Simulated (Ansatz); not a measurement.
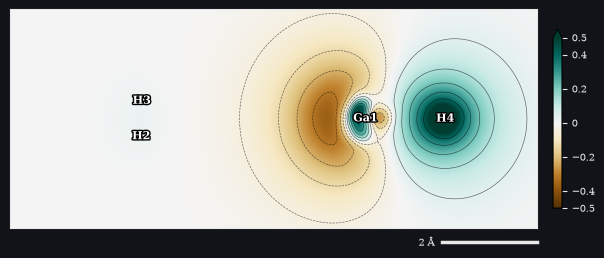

GaH···H$_{2}$. The HOMO on the molecular plane (values in Å⁻³ᐟ²; the overall sign is arbitrary).

Computed with Ansatz, RKS PBE0/def2-TZVP.

```xyz
4

Ga   -1.2806    0.0174   -0.7442
H     2.6174   -0.0038    1.9433
H     2.9819   -0.0037    1.2923
H    -2.7401   -0.0099   -1.5799
```

### What is the character of this orbital?

By Hirshfeld shares it lies mainly on Ga1 (about 70 %) and H4 (about 30 %); it is symmetric in the molecular plane (an in-plane orbital: σ, lone-pair or in-plane π type). Its energy is −5.93 eV.
